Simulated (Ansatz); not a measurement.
**Run report: HfH3O3F, geometry relaxation (part 2 of 2)**

Continued. System: HfH3O3F. Method: UKS PBE-D4/def2-SVP (Ansatz 0.2.0). The input holds or restrains some coordinates. It belongs to a series of runs on one base structure; here: pulled along the bonds that form and break, towards end B.

Geometry of the input (Å):
```
Hf -0.7949  0.6066  0.3022
F  1.1012  -0.8840  -0.5087
O  -1.0168  -0.1390  -1.3368
H  0.1144  -0.6988  -1.1844
O  0.5789  1.8709  0.2259
O  -0.8781  -0.7410  1.5951
H  1.2722  1.4658  -0.3150
H  -0.3769  -1.4805  1.2216
```

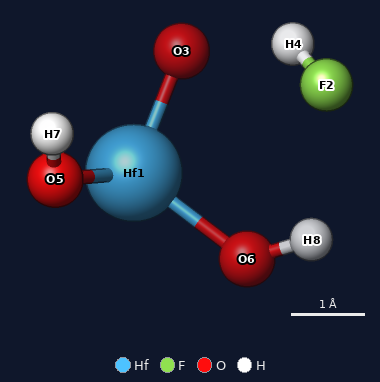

The geometry at step 11 of the log (ball-and-stick view, seen at a tilt; atoms are numbered from 1 in the order of the input).

**Trajectory as extended XYZ (Å, eV, eV/Å), 13 of the 22 frames kept, from step=1 to step=22**
```
8
Properties=species:S:1:pos:R:3:forces:R:3 step=1 energy=-10202.19538
Hf   -0.7949    0.6066    0.3022   -2.6731   1.1678  -0.5265
F     1.1012   -0.8840   -0.5087   -1.3387   0.7307   0.0038
O    -1.0168   -0.1390   -1.3368    0.6305  -1.2824  -1.7455
H     0.1144   -0.6988   -1.1844   -0.1080   0.0871  -0.0223
O     0.5789    1.8709    0.2259    2.2228   1.8284   0.2052
O    -0.8781   -0.7410    1.5951    0.1373  -1.8675   2.1514
H     1.2722    1.4658   -0.3150    0.9014   0.2738  -0.3491
H    -0.3769   -1.4805    1.2216    0.2279  -0.9378   0.2830
8
Properties=species:S:1:pos:R:3:forces:R:3 step=3 energy=-10202.39708
Hf   -1.0813    0.8053    0.3761   -0.1347  -1.2335  -2.4247
F     1.2735   -1.0665   -0.6691   -0.6635   0.2909  -0.1212
O    -1.2433   -0.0087   -1.3328    0.8430   1.0101   2.7885
H     0.4363   -0.8390   -1.1088    0.0386  -0.0321  -0.0589
O     0.5833    1.8715    0.2302   -0.4992  -0.5339   0.1881
O    -0.8743   -0.7410    1.5998    0.1425   0.6264  -0.4163
H     1.2798    1.4666   -0.3183    0.2436   0.1267  -0.0805
H    -0.3741   -1.4881    1.2228    0.0297  -0.2545   0.1250
8
Properties=species:S:1:pos:R:3:forces:R:3 step=5 energy=-10202.41135
Hf   -1.2139    0.8649    0.3623   -0.2728  -0.0014   0.4309
F     1.3538   -1.3657   -0.7760    0.2605  -0.0568   0.3036
O    -1.3424    0.0853   -1.2413    0.3833  -0.3007  -0.4123
H     0.6779   -0.9046   -1.2265   -0.7274   0.1947  -0.3261
O     0.4925    1.7888    0.3155    0.6579   0.2028  -0.3601
O    -0.8256   -0.6175    1.5721    0.0004  -0.2548   0.0171
H     1.2483    1.5868   -0.2753   -0.2422   0.1776   0.2569
H    -0.3906   -1.4380    1.2692   -0.0597   0.0385   0.0900
8
Properties=species:S:1:pos:R:3:forces:R:3 step=6 energy=-10202.42356
Hf   -1.1769    0.8680    0.4084    0.4001  -0.1793  -0.2508
F     1.4574   -1.2775   -0.8218    0.8442  -0.2514   0.5029
O    -1.3147    0.1106   -1.2180    0.2399  -0.1184   0.1535
H     0.6579   -0.9866   -1.1771   -1.2665   0.4408  -0.5774
O     0.5406    1.8103    0.2912   -0.0689   0.0638  -0.0096
O    -0.8429   -0.6543    1.5974    0.0426  -0.4229  -0.1400
H     1.2335    1.6767   -0.3817   -0.0691   0.0245   0.1133
H    -0.5548   -1.5471    1.3015   -0.1224   0.4429   0.2081
8
Properties=species:S:1:pos:R:3:forces:R:3 step=8 energy=-10202.45391
Hf   -1.1900    0.8698    0.3803    0.1541  -0.1833  -0.1057
F     1.4120   -1.3072   -0.8551    0.9144  -0.2105   0.6518
O    -1.2728    0.0841   -1.2342    0.2568  -0.1520   0.0020
H     0.6392   -1.1156   -1.3171   -1.3111   0.4428  -0.6221
O     0.4946    1.8643    0.3355    0.1594   0.0431  -0.1021
O    -0.8704   -0.6247    1.6081    0.0703  -0.1705  -0.0603
H     1.2524    1.7029   -0.2589   -0.1372   0.0816   0.1210
H    -0.4650   -1.4736    1.3413   -0.1067   0.1488   0.1155
8
Properties=species:S:1:pos:R:3:forces:R:3 step=10 energy=-10202.48466
Hf   -1.1409    0.8486    0.3646    0.0427  -0.0106   0.0320
F     1.3277   -1.5020   -0.8507    0.8261  -0.3120   0.6962
O    -1.2002    0.1117   -1.2710    0.2867  -0.2294  -0.0977
H     0.6051   -1.2472   -1.3615   -1.1969   0.5569  -0.6322
O     0.4652    1.9740    0.3934    0.2795   0.0024  -0.2392
O    -0.8292   -0.6432    1.5965    0.0460  -0.1143  -0.0390
H     1.2265    1.9672   -0.2221   -0.2613   0.0627   0.2214
H    -0.4542   -1.5091    1.3507   -0.0229   0.0442   0.0584
8
Properties=species:S:1:pos:R:3:forces:R:3 step=11 energy=-10202.51212
Hf   -1.1177    0.8393    0.3598    0.0878   0.0207   0.0292
F     1.2321   -1.6695   -0.7979    0.0520  -0.0277   0.1576
O    -1.1633    0.1437   -1.2956    0.3248  -0.2167  -0.0584
H     0.6061   -1.2621   -1.3664   -0.4423   0.2722  -0.0745
O     0.4458    2.0322    0.4173    0.3713  -0.0214  -0.3771
O    -0.7902   -0.6670    1.5706    0.0154   0.0055  -0.0346
H     1.1970    2.1122   -0.2125   -0.4414  -0.0032   0.3688
H    -0.4098   -1.5288    1.3246    0.0325  -0.0296  -0.0109
8
Properties=species:S:1:pos:R:3:forces:R:3 step=13 energy=-10202.54680
Hf   -1.0932    0.8484    0.3408    0.1130  -0.1512  -0.0349
F     1.0826   -1.8554   -0.6667    0.7024  -0.5903   0.8126
O    -1.0710    0.2604   -1.3608    0.2628  -0.2428   0.1659
H     0.4747   -1.4134   -1.1982   -1.0422   0.8550  -0.7921
O     0.4007    2.1206    0.4751    0.0300  -0.0234  -0.0721
O    -0.6744   -0.7232    1.4440    0.0085   0.0243  -0.1326
H     1.1149    2.3012   -0.1625   -0.0977  -0.0038   0.0873
H    -0.2342   -1.5386    1.1281    0.0233   0.1323  -0.0341
8
Properties=species:S:1:pos:R:3:forces:R:3 step=15 energy=-10202.58559
Hf   -1.1014    0.8533    0.3435    0.0696  -0.1714  -0.0642
F     1.0151   -1.9108   -0.6240    0.4089  -0.4428   0.5682
O    -1.0362    0.2562   -1.3527    0.2494  -0.2368   0.0761
H     0.4705   -1.4147   -1.1893   -0.7456   0.7075  -0.5433
O     0.3834    2.1304    0.4849   -0.0453   0.0160   0.0517
O    -0.6503   -0.7211    1.4174    0.0353  -0.0214  -0.0294
H     1.0953    2.3131   -0.1495    0.0279   0.0224  -0.0163
H    -0.1764   -1.5064    1.0696   -0.0003   0.1265  -0.0428
8
Properties=species:S:1:pos:R:3:forces:R:3 step=17 energy=-10202.61331
Hf   -1.0719    0.8445    0.3140    0.0602  -0.0044  -0.0117
F     0.8589   -2.0934   -0.5794    0.4679  -0.6335   0.6427
O    -0.9319    0.2720   -1.3860    0.2402  -0.3042   0.0447
H     0.4062   -1.5419   -1.1700   -0.7217   0.9015  -0.6758
O     0.3131    2.2237    0.5280   -0.0017   0.0069  -0.0138
O    -0.5433   -0.7090    1.3747   -0.0065   0.0094   0.0203
H     1.0455    2.4804   -0.0580   -0.0533  -0.0082   0.0299
H    -0.0766   -1.4764    0.9767    0.0149   0.0325  -0.0362
8
Properties=species:S:1:pos:R:3:forces:R:3 step=19 energy=-10202.62575
Hf   -0.9248    0.8168    0.2649   -0.1232   0.1711   0.0436
F     0.6252   -2.3477   -0.5766    0.4479  -0.9144   0.7252
O    -0.7012    0.2933   -1.4410    0.2168  -0.4271  -0.0015
H     0.2775   -1.7193   -1.1567   -0.6009   1.1875  -0.8317
O     0.2247    2.3863    0.5757    0.0734  -0.0188  -0.0142
O    -0.3895   -0.7192    1.3478    0.1000  -0.1655  -0.0182
H     0.9055    2.8310    0.0418   -0.0716  -0.0495   0.0436
H    -0.0174   -1.5412    0.9440   -0.0425   0.2167   0.0533
8
Properties=species:S:1:pos:R:3:forces:R:3 step=20 energy=-10202.63643
Hf   -0.9556    0.8195    0.2535    0.0268   0.1035   0.0703
F     0.5870   -2.3559   -0.5710    0.3566  -0.7901   0.6250
O    -0.6901    0.2826   -1.4434    0.1952  -0.3840   0.0249
H     0.2906   -1.7315   -1.1879   -0.4939   1.0665  -0.6963
O     0.2138    2.3699    0.5868    0.0135  -0.0055  -0.0543
O    -0.3823   -0.6920    1.3520    0.0836  -0.1027  -0.0425
H     0.9091    2.8029    0.0614   -0.0795  -0.0644   0.0458
H     0.0276   -1.4955    0.9485   -0.1023   0.1767   0.0272
8
Properties=species:S:1:pos:R:3:forces:R:3 step=22 energy=-10202.63523
Hf   -0.9457    0.8158    0.2518   -0.0246   0.1007   0.0630
F     0.5463   -2.3824   -0.5745    0.3640  -0.9459   0.7695
O    -0.6591    0.2848   -1.4435    0.1924  -0.4003   0.0248
H     0.2961   -1.7422   -1.1902   -0.5027   1.2293  -0.8424
O     0.1976    2.3810    0.5914   -0.0078  -0.0073   0.0026
O    -0.3577   -0.6850    1.3583    0.0078   0.0226  -0.0058
H     0.8917    2.8145    0.0682   -0.0157  -0.0129   0.0004
H     0.0306   -1.4865    0.9384   -0.0135   0.0138  -0.0120
```

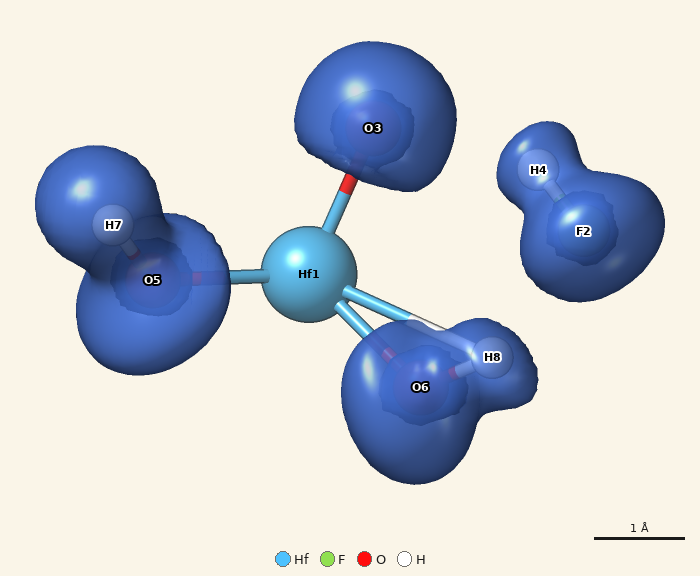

Isosurface of the electron localisation function at 0.75 (blue), seen face on. Only the valence region is drawn (cores and ρ < 0.01 e/Å³ removed). Along the contacts the grid gives the following. F2···H8 (1.83 Å): the ELF is only about 0.10 between them (a closed-shell contact with the geometry of a hydrogen bond). Hf–O (1.80 Å): the ELF peaks at about 0.85 in the valence shell of O, 0.5 Å from its nucleus, and drops to about 0.35 between the two atoms.

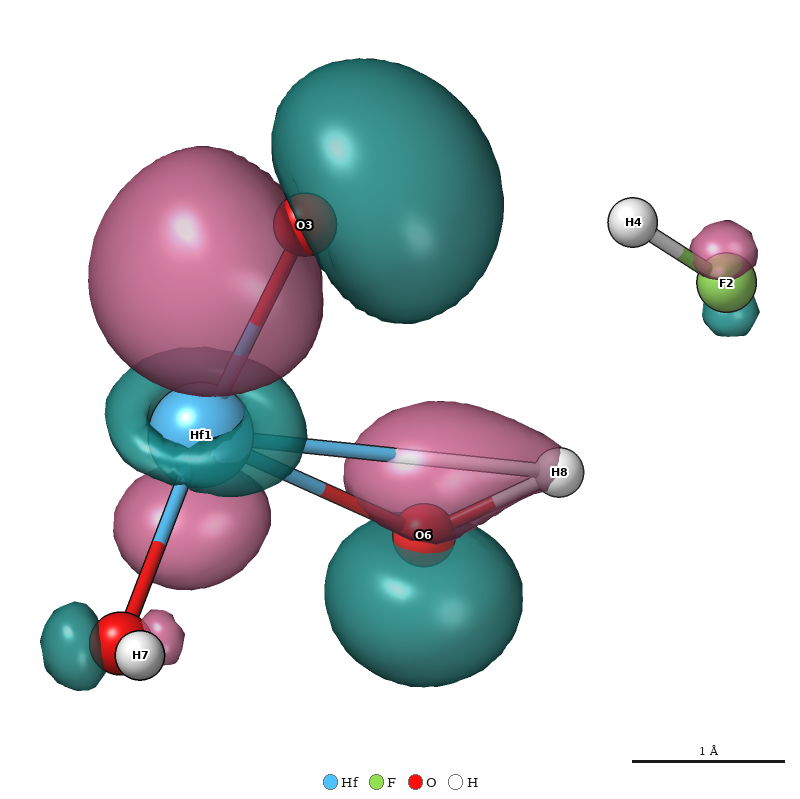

One frontier orbital at ±0.15 Å⁻³ᐟ² (teal and pink are the two phases), seen at an oblique angle. The HOMO−1 (β), at −6.71 eV.

**Key numbers**

| quantity | value |
| --- | --- |
| outcome | converged under the restraints of the input |
| total energy | −10202.6353 eV |
| mean-field energy | −10202.4859 eV |
| largest force (length of the vector) at the end, held atoms and coordinates included | 1.573 eV/Å |
| wall time | 75 s (CPU time 4.7 min) |
| peak memory | 0.2 GiB |
